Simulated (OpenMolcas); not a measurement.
# SnSiH5O (SMILES [SiH3][O][SnH2]) at 6 levels

We compute a comparison of 6 runs (UHF/STO-3G, UHF/def2-SVPD, U-r2SCAN/def2-SVPD, UM06-L/def2-SVPD, UPBE0/def2-SVPD, ROMP2/def2-SVPD) of SnSiH5O. 

The results are computed with OpenMolcas 26.06.

## 1. The system as given

The species is SnSiH5O (8 atoms), meant as a doublet with charge 0. As SMILES, `[SiH3][O][SnH2]`. The shape is that of a PBE0-D4/def2-TZVP optimisation. This is one conformer, not always the lowest.

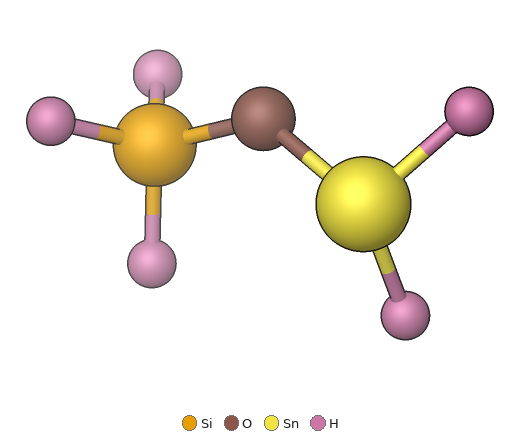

The structure, seen from a chosen angle (silicon amber, oxygen brown, tin yellow, hydrogen pink).

## 2. Energy and forces at UHF/STO-3G (run 1)

File job.input:

```
&GATEWAY
BasLib
$CurrDir
Coord
8
angstrom
Si      -0.737900       1.075100      -0.480800
O        0.586900       0.306200       0.078800
Sn       0.956500      -1.332100       1.108000
H       -1.877900       0.127700      -0.658800
H       -0.424600       1.696400      -1.794600
H       -1.173500       2.142300       0.461900
H        2.665400      -1.489100       0.950500
H        0.097400      -2.583700       0.279200
Basis
STO-3G
Group
NoSym
&SEWARD
&SCF
UHF
Spin
2
Thresholds
1e-10 1e-07 1e-07 1e-05
PrOrbitals
1 1
&ALASKA
```

The basis set STO-3G is read from a file made from the Basis Set Exchange's data (not shown).

The run is started by

```sh
$ export MOLCAS_MEM=1860
$ pymolcas job.input > job.log
```

Output:

```text
--- Start Module: gateway ---
[...]
--- Stop Module: gateway /rc=_RC_ALL_IS_WELL_ ---
[...]
      Basis functions           46
[...]
--- Start Module: scf ---
[...]
       Convergence after  18 Iterations
[...]
::    Total SCF energy                              -6325.6353747292
[...]
      Total spin, S                                     0.5015154729
[...]
      Total electronic charge=   77.000000
      Total            charge=   -0.000000
[...]
      Dipole Moment (debye):
      Origin of the operator (angstrom)=    0.6081   -0.7392    0.7098
                   X= -3.1919E-01               Y= -9.9835E-01               Z=  1.6865E+00           Total=  1.9857E+00
      Quadrupole Moment (debye*angstrom):
[...]
--- Stop Module: scf /rc=_RC_ALL_IS_WELL_ ---
[...]
--- Start Module: alaska ---
[...]
 *              Molecular gradients               *
 **************************************************
  Irreducible representation: a
 ------------------------------------------------------------------------------------------
                              X                       Y                       Z
 ------------------------------------------------------------------------------------------
  SI1               3.25863903118595E-02   -9.99235100205098E-03    8.97847943580032E-03
  O2               -1.94049522355320E-02    2.80394284301906E-02   -1.83548696783706E-02
  SN3              -8.45452627832088E-04   -1.02307753576767E-02    3.57148821155278E-02
  H4               -2.33104828694746E-02   -2.28005205413111E-02   -2.79096966438575E-03
  H5                7.43743107907868E-03    1.26316701655513E-02   -2.80411238402491E-02
  H6               -8.45198677154491E-03    2.24288362196354E-02    2.07172743376480E-02
  H7                3.01591956090626E-02    2.20259674230672E-04   -1.73424926055255E-03
  H8               -1.81701424957010E-02   -2.02965475887762E-02   -1.44894234454709E-02
[...]
--- Stop Module: alaska /rc=_RC_ALL_IS_WELL_ ---
[...]
```

It took 6 s on 1 thread of AMD EPYC 7R43 (Zen 3), shared host; peak memory 0.38 GiB.

## 3. Energy and gradient at UHF/def2-SVPD (core potential) (run 2)

File coord.xyz:

```xyz
8

Si    -0.737900     1.075100    -0.480800
O      0.586900     0.306200     0.078800
Sn     0.956500    -1.332100     1.108000
H     -1.877900     0.127700    -0.658800
H     -0.424600     1.696400    -1.794600
H     -1.173500     2.142300     0.461900
H      2.665400    -1.489100     0.950500
H      0.097400    -2.583700     0.279200
```

File test.inp:

```
* H5OSiSn Hartree-Fock

&GATEWAY
  BasLib = $CurrDir
  Coord = coord.xyz
  Basis = def2-SVPD
  Group = NoSym

&SEWARD

&SCF
  UHF
  Spin = 2
  Thresholds = 1e-10 1e-07 1e-07 1e-05
  PrOrbitals = 1 1

&ALASKA
```

The basis set def2-SVPD is read from a file made from the Basis Set Exchange's data (not shown).

The run is started by

```sh
$ export MOLCAS_MEM=1860
$ pymolcas test.inp > test.log
```

Output:

```text
--- Start Module: gateway ---
[...]
--- Stop Module: gateway /rc=_RC_ALL_IS_WELL_ ---
[...]
      Basis functions          119
[...]
--- Start Module: scf ---
[...]
       Convergence after  17 Iterations
[...]
::    Total SCF energy                               -579.9191296239
[...]
      Total spin, S                                     0.5030052417
[...]
      Total electronic charge=   49.000000
      Total            charge=   -0.000000
[...]
      Dipole Moment (debye):
      Origin of the operator (angstrom)=    0.6081   -0.7392    0.7098
                   X=  1.7209E-01               Y= -1.6208E+00               Z=  1.4376E+00           Total=  2.1733E+00
      Quadrupole Moment (debye*angstrom):
[...]
--- Stop Module: scf /rc=_RC_ALL_IS_WELL_ ---
[...]
--- Start Module: alaska ---
[...]
 *              Molecular gradients               *
 **************************************************
  Irreducible representation: a
 ------------------------------------------------------------------------------------------
                              X                       Y                       Z
 ------------------------------------------------------------------------------------------
  SI1               4.12115660544643E-03   -7.11611073535678E-03    5.13295049873275E-03
  O2                4.29469564627638E-04    5.30182947630298E-04   -1.67513324561663E-03
  SN3              -4.93179101624364E-03    5.54171204271370E-03    8.51726346541071E-04
  H4               -1.54318547111476E-03   -7.80328272952158E-04   -5.58351919202726E-04
  H5                1.33996256489757E-03    5.00121696071609E-04   -1.41455800836621E-03
  H6               -2.47662611362554E-04    1.45374351102445E-03    9.63001720802659E-04
  H7                1.84769167436372E-03    8.38317178205039E-04   -1.43440072899707E-03
  H8               -1.01564131071452E-03   -9.67638367213031E-04   -1.86523466389699E-03
[...]
--- Stop Module: alaska /rc=_RC_ALL_IS_WELL_ ---
[...]
```

Run time: 37 s. Hardware: 1 thread of AMD EPYC 7R43 (Zen 3), shared host; peak memory 0.75 GiB.

## 4. A single-point energy at U-r2SCAN/def2-SVPD (core potential) (run 3)

File geom.xyz:

```xyz
8

Si    -0.737900     1.075100    -0.480800
O      0.586900     0.306200     0.078800
Sn     0.956500    -1.332100     1.108000
H     -1.877900     0.127700    -0.658800
H     -0.424600     1.696400    -1.794600
H     -1.173500     2.142300     0.461900
H      2.665400    -1.489100     0.950500
H      0.097400    -2.583700     0.279200
```

File mol.input:

```
&GATEWAY
BASLIB=$CurrDir
COORD=geom.xyz
BASIS=def2-SVPD
GROUP=NoSym
&SEWARD
GRIDINPUT
Grid=UltraFine
End of Grid
&SCF
UHF
SPIN=2
KSDFT=2
1.0 MGGA_X_R2SCAN
1.0 MGGA_C_R2SCAN
THRESHOLDS=1e-10 1e-07 1e-07 1e-05
PRORBITALS=1 2
```

The basis set def2-SVPD is read from a file made from the Basis Set Exchange's data (not shown).

The run is started by

```sh
$ export MOLCAS_MEM=1860
$ pymolcas mol.input > mol.log
```

Output:

```text
--- Start Module: gateway ---
[...]
--- Stop Module: gateway /rc=_RC_ALL_IS_WELL_ ---
--- Start Module: seward ---
[...]
      Basis functions          119
--- Stop Module: seward /rc=_RC_ALL_IS_WELL_ ---
[...]
--- Start Module: scf ---
[...]
       Convergence after  19 Iterations
[...]
::    Total KS-DFT energy                            -581.8803923086
[...]
      Total spin, S                                     0.5016623656
[...]
      Total electronic charge=   49.000000
      Total            charge=   -0.000000
[...]
      Dipole Moment (debye):
      Origin of the operator (angstrom)=    0.6081   -0.7392    0.7098
                   X=  2.4563E-01               Y= -1.4048E+00               Z=  1.1386E+00           Total=  1.8249E+00
      Quadrupole Moment (debye*angstrom):
[...]
--- Stop Module: scf /rc=_RC_ALL_IS_WELL_ ---
[...]
```

Run time: 2.5 min. Hardware: 1 thread of AMD EPYC 7R43 (Zen 3), shared host; peak memory 0.74 GiB.

Runs 4 to 5 aren't shown in full; the table further down has their settings and results.

## 5. The energy at ROMP2/def2-SVPD (core potential) (run 6)

File mol.xyz:

```xyz
8

Si    -0.737900     1.075100    -0.480800
O      0.586900     0.306200     0.078800
Sn     0.956500    -1.332100     1.108000
H     -1.877900     0.127700    -0.658800
H     -0.424600     1.696400    -1.794600
H     -1.173500     2.142300     0.461900
H      2.665400    -1.489100     0.950500
H      0.097400    -2.583700     0.279200
```

File calc.input:

```
* H5OSiSn ROMP2

&GATEWAY
  BASLIB
  $CurrDir
  COORD
  mol.xyz
  BASIS
  def2-SVPD
  GROUP
  NoSym

&SEWARD

&SCF
  UHF
  SPIN
  2
  THRESHOLDS
  1e-10 1e-07 1e-07 1e-05
  PRORBITALS
  0

&RASSCF
  FILEORB
  $Project.UnaOrb
  SPIN
  2
  NACTEL
  1 0 0
  INACTIVE
  24
  RAS2
  1
  OUTORBITALS
  Canonical
  ORBLISTING
  Few

&CASPT2
  IPEA
  0.0
  FROZEN
  10
```

The basis set def2-SVPD is read from a file made from the Basis Set Exchange's data (not shown).

The run is started by

```sh
$ export MOLCAS_MEM=1860
$ pymolcas calc.input > calc.log
```

Output:

```text
--- Start Module: gateway ---
[...]
--- Stop Module: gateway /rc=_RC_ALL_IS_WELL_ ---
[...]
      Basis functions          119
[...]
       Convergence after  17 Iterations
[...]
::    Total SCF energy                               -579.9191296239
[...]
      Total spin, S                                     0.5030052417
[...]
--- Start Module: rasscf ---
[...]
      Number of active orbitals                  1
[...]
      Spin quantum number                      0.5
[...]
      Active orbitals                            1
[...]
      Number of CSFs                             1
[...]
      Number of root(s) required                 1
[...]
      Convergence after  7 iterations
[...]
      printout of CI-coefficients larger than  0.05 for root  1
      energy=    -579.917426
      conf/sym  1     Coeff  Weight
             1  u   1.00000 1.00000
      Natural orbitals and occupation numbers for root  1
      sym 1:   1.000000
      ************************************************************************************************************************
      *                                                    Final results                                                     *
[...]
::    RASSCF root number  1 Total energy:   -579.91742580
[...]
      Total electronic charge=   49.000000
      Total            charge=   -0.000000
[...]
      Dipole Moment (debye):
      Origin of the operator (angstrom)=    0.6081   -0.7392    0.7098
                   X=  1.7607E-01               Y= -1.6294E+00               Z=  1.4407E+00           Total=  2.1821E+00
      Quadrupole Moment (debye*angstrom):
[...]
--- Stop Module: rasscf /rc=_RC_ALL_IS_WELL_ ---
[...]
--- Start Module: caspt2 ---
[...]
 ###    WARNING: User changed nr of frozen orbitals.                         ###
 ###############################################################################
[...]
      E2 (Variational):          -0.4157372521
      Total energy:            -580.3331630567
[...]
      Reference weight:           0.86771
[...]
::    CASPT2 Root  1     Total energy:   -580.33316306
[...]
--- Stop Module: caspt2 /rc=_RC_ALL_IS_WELL_ ---
[...]
```

Wall time 55 s (1 thread of AMD EPYC 7R43 (Zen 3), shared host); peak memory 0.74 GiB.

## 6. All runs side by side

| run | level | task | integration grid | energy (Eh) | dipole moment (D) | HOMO energy (eV) | LUMO energy (eV) | wall time |
| --- | --- | --- | --- | --- | --- | --- | --- | --- |
| 1 | UHF/STO-3G | gradient | – | -6325.635375 | 1.99 | -5.53 | 4.70 | 6 s |
| 2 | UHF/def2-SVPD (core potential) | gradient | – | -579.919130 | 2.17 | -9.15 | 0.07 | 37 s |
| 3 | U-r2SCAN/def2-SVPD (core potential) | energy | UltraFine | -581.880392 | 1.82 | -5.71 | -3.96 | 2.5 min |
| 4 | UM06-L/def2-SVPD (core potential) | energy | UltraFine | -582.012313 | 1.74 | -5.25 | -4.32 | 2.5 min |
| 5 | UPBE0/def2-SVPD (core potential) | gradient | UltraFine | -581.661330 | 1.88 | -6.43 | -3.42 | 2 min |
| 6 | ROMP2/def2-SVPD (core potential) | energy | – | -580.333163 | – | – | – | 55 s |

## 7. Outcome

```
           quantity          value
run 6: total energy  -580.33316 Eh
```

In words: Over runs 1, 2, 3, 4, 5 the dipole moment (its size) runs from 1.74 D (UM06-L/def2-SVPD) to 2.17 D (UHF/def2-SVPD). Totals of different functionals can't be ranked against each other. Some runs of one species differ in core potentials or relativity; totals across that change don't compare. In run 1 the basis is minimal, so the values are rough. In run 1 relativity is left out where basis or elements ask for it. All runs together took 8.7 min, the longest 2.5 min.
